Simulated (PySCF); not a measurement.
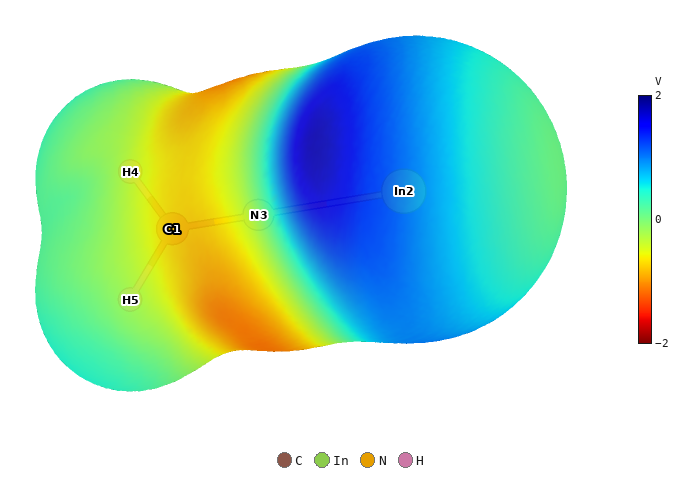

Figure. CH2InN (SMILES C=[N][In]). The electrostatic potential painted on the density surface at 0.002 e/bohr³, seen at a tilt; red is negative and blue positive.

Geometry: PBE-D3(BJ)/def2-SVP; core potentials replace the inner electrons of In.

These are results of PySCF 2.14.0, Gaussian-basis quantum chemistry of an isolated molecule with PySCF, energy and nuclear gradient, functional PBE0, not measurements.

```xyz
5

C     0.3532   -0.6657   -0.7389
In   -1.0906    2.1935    0.3741
N    -0.1835    0.3958   -0.3269
H     1.0485   -1.2931   -0.1117
H     0.1861   -1.0870   -1.7708
```

Question: Which sites attract a positive test charge, and which a negative one?

Answer: A positive charge is drawn to the negative regions and a negative charge to the positive ones. The most negative region (about −1.1 V) lies over N3, the most positive (about +1.7 V) over In2. N3 is the likeliest acceptor of a hydrogen bond.
